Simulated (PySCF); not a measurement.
NMR shielding calculation, with input and output: C3H6N2Si

The run: NMR shielding calculation of C3H6N2Si, SMILES [SiH3]n1ccnc1. Method and program: GIAO PBE0/pcSseg-1 NMR shielding, non-relativistic, gas phase (PySCF 2.14.0).

The geometry comes from this level: PBE0-D3(BJ)/def2-SVP. Figures and captions count atoms from 1; the log counts them from 0 in places.

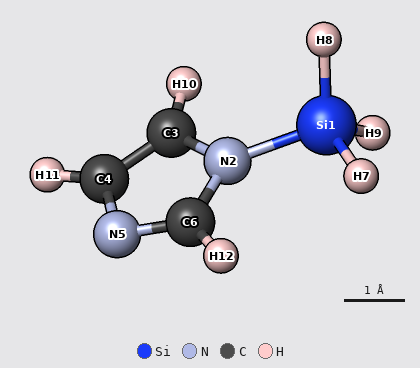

*The input geometry (ball-and-stick view, seen at a tilt; atoms are numbered from 1 in the order of the input).*

Bond lengths as drawn: C–C 1.37 Å, C–H 1.09 Å, C–N 1.30 to 1.38 Å, H–Si 1.49 Å and N–Si 1.78 Å.

Input file:
```
{"job": {"kind": "nmr", "xc": "PBE0", "basis": "pcSseg-1"}, "charge": 0, "multiplicity": 1}
Si     1.898558     0.035491     0.001920
N      0.126001    -0.075718    -0.020645
C     -0.785106     0.939324     0.207991
C     -2.026818     0.369411     0.093073
N     -1.914091    -0.963448    -0.198468
C     -0.632322    -1.197751    -0.259310
H      2.391062    -1.331139    -0.315874
H      2.354819     0.470652     1.351102
H      2.348705     1.020805    -1.020124
H     -0.473920     1.958720     0.427120
H     -2.996616     0.853237     0.205647
H     -0.172411    -2.163713    -0.473492
```

The first line tells a small driver script what to run in PySCF; the rest is the geometry in Å.

Hardware: 1 CPU thread, shared host.

Command:
```bash
OMP_NUM_THREADS=1 python <driver script> task.json out
```

Output:
```
coarse grid: 10728 points
cycle   1  E = -516.4351016414  dE =  9.147e-01  |g| = 3.709e-01  |ddm| = 3.196e+00
cycle   2  E = -516.3800508398  dE =  5.505e-02  |g| = 6.186e-01  |ddm| = 1.026e+00
cycle   3  E = -516.4707996888  dE = -9.075e-02  |g| = 9.388e-02  |ddm| = 6.381e-01
cycle   4  E = -516.4723090982  dE = -1.509e-03  |g| = 4.333e-02  |ddm| = 9.069e-02
cycle   5  E = -516.4726955608  dE = -3.865e-04  |g| = 1.071e-02  |ddm| = 3.842e-02
cycle   6  E = -516.4727176625  dE = -2.210e-05  |g| = 3.904e-03  |ddm| = 1.059e-02
cycle   7  E = -516.4727211313  dE = -3.469e-06  |g| = 5.799e-04  |ddm| = 3.272e-03
final grid: 99768 points
cycle   8  E = -516.5042197709  dE = -2.063e-05  |g| = 6.230e-03  |ddm| = 2.265e-02
cycle   9  E = -516.5042153610  dE =  4.410e-06  |g| = 7.764e-03  |ddm| = 1.254e-02
cycle  10  E = -516.5042291398  dE = -1.378e-05  |g| = 8.462e-04  |ddm| = 6.769e-03
cycle  11  E = -516.5042292848  dE = -1.450e-07  |g| = 2.576e-04  |ddm| = 7.761e-04
cycle  12  E = -516.5042292969  dE = -1.213e-08  |g| = 9.797e-05  |ddm| = 2.435e-04
cycle  13  E = -516.5042292987  dE = -1.756e-09  |g| = 3.530e-05  |ddm| = 9.141e-05
cycle  14  E = -516.5042292990  dE = -2.840e-10  |g| = 5.542e-06  |ddm| = 3.386e-05
```

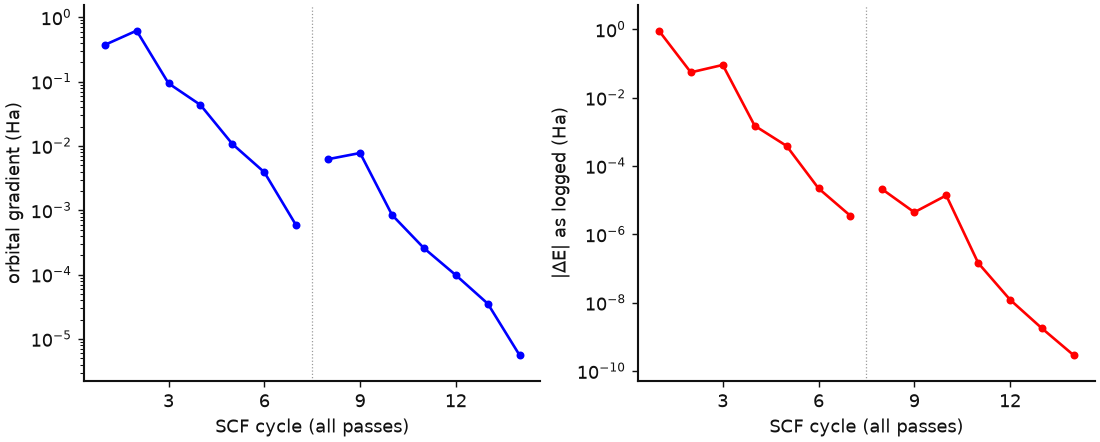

*Convergence of the self-consistent field: orbital gradient and size of the energy change against the SCF cycle. The dotted line marks the change from a coarse to the final integration grid.*

The first 7 cycles use a coarse grid, the final grid takes over at cycle 8, and the field converges after 14 cycles in all.

```
converged SCF energy = -516.5042292990

GIAO shielding tensors (ppm)
atom      isotropic    diamagn.    paramagn.     s11        s22        s33       span
  0 Si     401.673     879.658    -477.985    373.615    378.739    452.665     79.051
  1 N       89.975     331.343    -241.368    -16.048     87.729    198.242    214.290
  2 C       60.093     253.207    -193.114    -26.250     66.933    139.596    165.846
  3 C       44.827     256.844    -212.017    -37.273     48.295    123.457    160.729
  4 N      -46.054     332.008    -378.062   -271.922   -108.756    242.514    514.436
  5 C       39.416     251.761    -212.345    -37.348     55.936     99.660    137.009
  6 H       26.266      28.921      -2.655     22.544     25.675     30.579      8.034
  7 H       26.230      28.550      -2.320     22.877     24.469     31.343      8.466
  8 H       26.220      28.554      -2.334     22.850     24.501     31.309      8.459
  9 H       24.273      31.291      -7.019     21.507     24.566     26.745      5.238
 10 H       23.858      30.245      -6.388     21.170     24.041     26.361      5.191
 11 H       23.996      30.366      -6.371     19.836     24.780     27.372      7.536
```

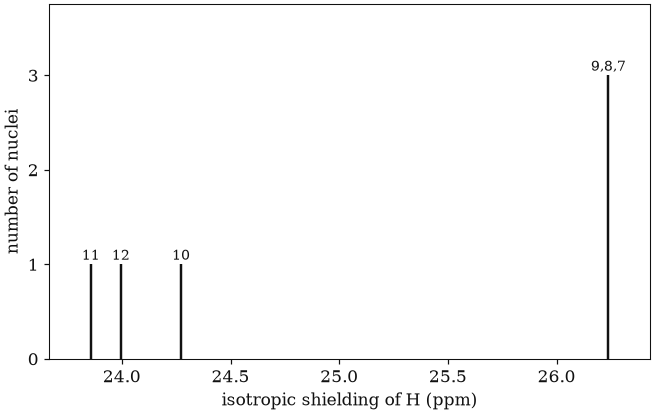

*Isotropic shieldings of the hydrogen nuclei in this fixed geometry, labelled by atom number; shielding grows to the right, so chemical shift grows to the left.*

The least shielded is H11 (23.9 ppm), the most shielded H7 (26.3 ppm).

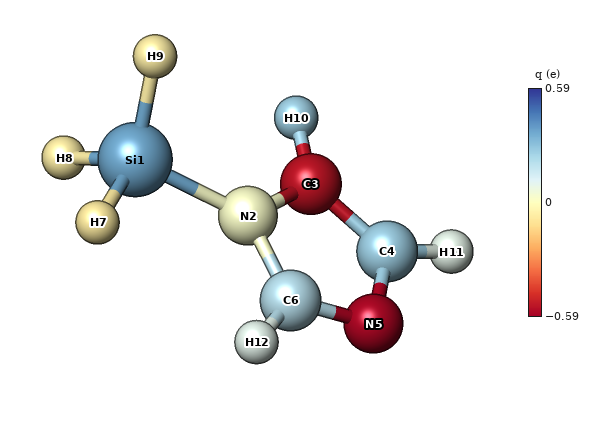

*ESP-fitted charges, as the colour of each atom (ball-and-stick view, seen at an oblique angle; atoms are numbered from 1 in the order of the input).*

By element: Si +0.36, N −0.56 to +0.02, C −0.53 to +0.26 and H −0.07 to +0.25 e.

Key numbers:

| quantity | value |
| --- | --- |
| outcome | converged |
| total energy | −516.504229 hartree |
| HOMO | −6.77 eV |
| LUMO | 0.06 eV |
| dipole moment | 3.57 D |
| isotropic shielding, Si | 401.7 ppm |
| isotropic shielding, N | −46.1 to 90.0 ppm |
| isotropic shielding, C | 39.4 to 60.1 ppm |
| isotropic shielding, H | 23.9 to 26.3 ppm |
| wall time | 13 s |
| peak memory | 0.72 GiB |
